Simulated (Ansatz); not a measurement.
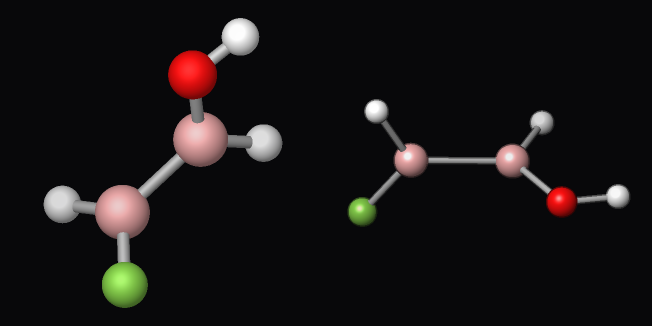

The same structure drawn twice, from different directions. Colours: oxygen red, boron pink, fluorine green, hydrogen white.

Computed geometry: PBE-D4/def2-SVP optimisation. No frequency run is at hand to confirm it as a minimum.

**What is the molecular formula?**

B2FH3O, 7 atoms: 2 boron, 1 fluorine, 3 hydrogen and 1 oxygen.

**How many atoms are distinct by symmetry?**

7: 1 O, 1 B, 1 B, 1 F, 1 H, 1 H, 1 H.

**Count the bonded pairs by element.**

2 B–H, 1 B–O, 1 B–B, 1 O–H, 1 B–F. Sticks follow a distance rule.
